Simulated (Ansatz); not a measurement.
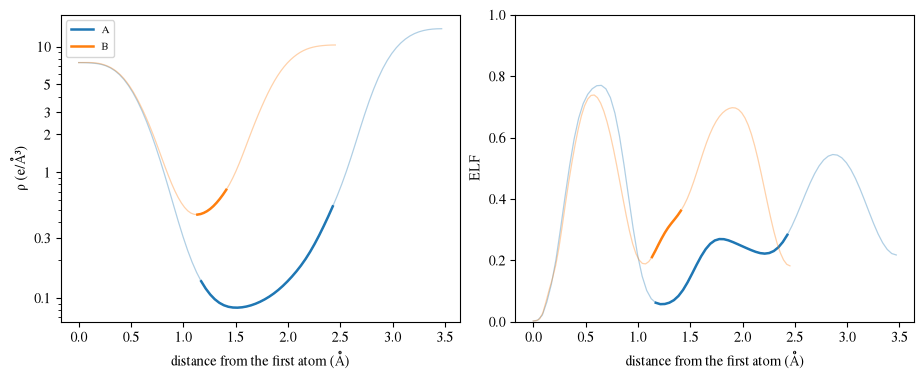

*Sc3PdRu. Valence pseudo-density and electron localisation function along straight lines between neighbouring atoms. Thin, pale parts lie inside the atomic spheres.*

Space group Pm-3m; started from the cubic perovskite_221 prototype, which need not be the ambient phase; computed without spin polarisation.

The calculation used Ansatz, DFT PBE, scalar-relativistic, plane waves, PAW.

The density is the valence pseudo-density of a PAW calculation; it isn't the true density close to the nuclei.

Question: Which curve belongs to which contact (Sc–Pd and Sc–Ru)? The first atom named is at distance zero.

Answer: Curve A: Sc–Pd (3.47 Å): the density is about 0.09 e/Å³ at the midpoint, with its minimum of 0.08 e/Å³ about 1.5 Å from Sc; the ELF is about 0.25 at the midpoint (no localised pair shows between them). Curve B: Sc–Ru (2.45 Å): ρ at the midpoint is about 0.49 e/Å³; the ELF is about 0.25 at the midpoint (no shared electron pair shows on this line).
